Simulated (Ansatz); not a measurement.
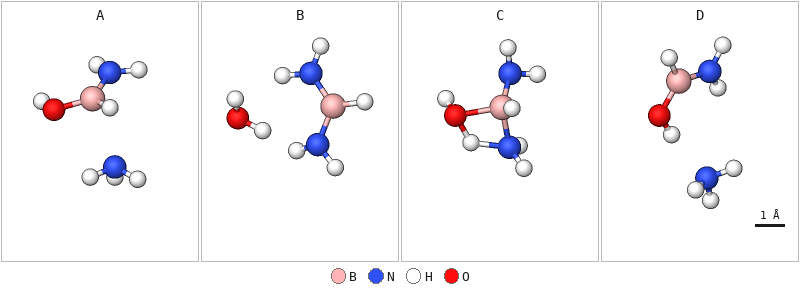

4 geometries from a converged minimum-energy path of BN2H7O, shuffled. The picture is a ball-and-stick view, seen at a tilt.

Computed with RKS B3LYP/6-31G* (Ansatz 0.2.0). Settings: 7 movable images; climbing image; force threshold 0.05 eV/Å; iteration limit 60; starting path through a guess of the saddle point.

One of them is the converged climbing image. Which?

C. In order along the path, whose images run from 0 to 8: B (image 0, 0.0 kJ/mol), C (image 2, +105.2 kJ/mol), A (image 4, −6.8 kJ/mol), D (image 7, −47.3 kJ/mol). Breaking: B–N (1.44 → 3.75 Å), H–O (0.98 → 3.20 Å). Forming: B–O (3.36 → 1.36 Å), H–N (2.15 → 1.02 Å).
